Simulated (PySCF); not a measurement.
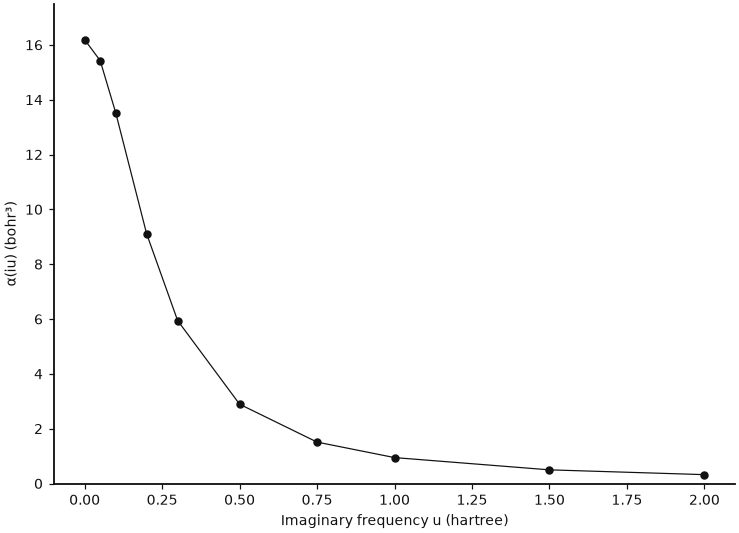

Dipole polarisability at imaginary frequency of an atom or ion with 11 electrons in the configuration [Ne] 3s. Coupled response at the MN15 level; PySCF, dyall-av3z, non-relativistic, unrestricted single determinants, no spin-orbit coupling.

Which species is it, and what does the curve give?

Al²⁺. The static dipole polarisability is 16.2 bohr³; α(iu) falls to half of it near u = 0.23 hartree. The Casimir–Polder integral gives C₆ = 45.1 hartree bohr⁶ for two such species.
